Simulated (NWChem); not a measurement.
**UPBE/6-311++G(3df,3pd) run of NCO (nco radical)**

Aim: the electronic atomisation energy of NCO (nco radical) at UPBE/6-311++G(3df,3pd), from 4 runs. 

The results are computed with NWChem 7.3.0.

## (1) The structure to begin with

NCO has 3 atoms, charge 0, and is taken as a doublet. SMILES: `[N]=C=O`. Geometry: relaxed at PBE0-D4/def2-TZVP.

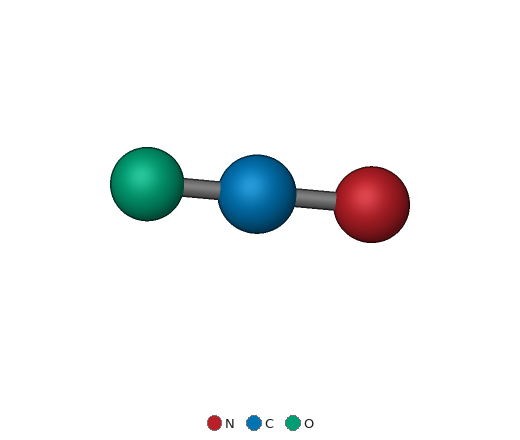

Viewed from a chosen angle; nitrogen red, carbon blue, oxygen teal.

## (2) The energy at UPBE/6-311++G(3df,3pd) (run 1)

sp.nw reads:

```
start sp
title "CNO energy"
memory 2200 mb
charge 0
geometry units angstroms noautosym nocenter noautoz
  N     0.968200    0.423100    0.579200
  C    -0.013800   -0.006000   -0.008300
  O    -0.954400   -0.417100   -0.571000
end
basis spherical bse
  * library "6-311++G(3df,3pd)"
end
dft
  xc xpbe96 cpbe96
  mult 2
  grid fine
  convergence energy 1e-08
  maxiter 100
  mulliken
  noprint "final vectors analysis"
end
task dft energy
```

Run with:

```bash
$ nwchem sp.nw > sp.out
```

The program printed:

```text
[...]
          Wavefunction type:  spin polarized.
          No. of atoms     :     3
          No. of electrons :    21
[...]
          Charge           :     0
          Spin multiplicity:     2
[...]
          AO basis - number of functions:   117
[...]
              XC Information
              --------------
          PerdewBurkeErnzerhof Exchange Functional  1.000
            Perdew 1991 LDA Correlation Functional  1.000 local
           PerdewBurkeErnz. Correlation Functional  1.000 non-local
[...]
 d= 0,ls=0.0,diis     1   -167.7969937522 -2.20D+02  4.35D-03  2.58D-01     2.0
[...]
 d= 0,ls=0.5,diis    24   -167.8869480599 -6.56D-09  4.24D-08  7.68D-09    36.5
[...]
         Total DFT energy =     -167.886948063581
      One electron energy =     -331.297521869972
           Coulomb energy =      131.776035734401
    Exchange-Corr. energy =      -20.634346170123
 Nuclear repulsion energy =       52.268884242113
[...]
      Total Density - Mulliken Population Analysis
     ---------------------------------------------
    Atom       Charge   Shell Charges
 -----------   ------   -------------------------------------------------------
    1 N    7     7.73   1.10  0.89  0.72  0.97  1.52  1.21  1.13  0.09  0.04  0.00  0.02  0.04  0.00
    2 C    6     4.84   1.10  0.88  0.66  0.80  1.28  0.02  0.14 -0.00  0.04  0.00  0.11 -0.21  0.02
    3 O    8     8.43   1.09  0.91  0.96  1.03  1.95  1.01  1.35  0.06  0.04  0.00  0.02  0.02  0.00
[...]
      <S2> =      0.7555 (Exact =     0.7500)
[...]
```

Wall time 39 s (1 thread of Intel Xeon 6975P-C (Granite Rapids), shared host); peak memory 0.11 GiB.

## (3) The C atom (run 2)

c.nw reads:

```
start c
memory 2200 mb
geometry units angstrom noautosym nocenter noautoz
  C        0.000000       0.000000       0.000000
end
basis spherical bse
  * library "6-311++G(3df,3pd)"
end
dft
  xc xpbe96 cpbe96
  mult 3
  grid fine
  convergence energy 1e-08
  iterations 100
  mulliken
  noprint "final vectors analysis"
end
task dft
```

Run the same way, it converges to -37.79396 Eh (log not shown).

## (4) The N atom at the same level (run 3)

mol.nw reads:

```
start mol
title "N"
memory stack 880 mb heap 220 mb global 1100 mb
charge 0
geometry units bohr noautosym nocenter noautoz
 N   0.00000000  0.00000000  0.00000000
end
basis spherical bse
 * library "6-311++G(3df,3pd)"
end
dft
 xc xpbe96 cpbe96
 mult 4
 grid fine
 convergence energy 1e-08
 maxiter 100
 mulliken
 print low
end
task dft energy
```

Run the same way, it converges to -54.52897 Eh (log not shown).

## (5) The O atom (run 4)

o.nw reads:

```
start o
title "O energy"
memory total 2200 mb
geometry units angstroms noautosym nocenter noautoz
O      0.000000     0.000000     0.000000
end
basis spherical bse
* library "6-311++G(3df,3pd)"
end
dft
xc xpbe96 cpbe96
mult 3
grid fine
convergence energy 1e-08
iterations 100
mulliken
print low
end
task dft energy
```

Run the same way, it converges to -75.00453 Eh (log not shown).

## (6) The series

| run | partner | energy (Eh) | ⟨S²⟩ | wall time |
| --- | --- | --- | --- | --- |
| 1 | base | -167.886948 | 0.755 | 39 s |
| 2 | atoms | -37.793956 | 2.003 | 1.2 s |
| 3 | atoms | -54.528970 | 3.752 | 1.1 s |
| 4 | atoms | -75.004531 | 2.003 | 1.2 s |

## (7) Results

Level: UPBE/6-311++G(3df,3pd).

| quantity | value |
| --- | --- |
| O atom: total energy | -75.00453 Eh |
| O atom: ⟨S²⟩ | 2.003 |
| electronic atomisation energy | 15.225 eV |

**Reading.** Taking the molecule apart into free atoms costs 15.22 eV (351 kcal/mol), before zero-point energy and without spin-orbit coupling. All runs together took 42 s, the longest 39 s.
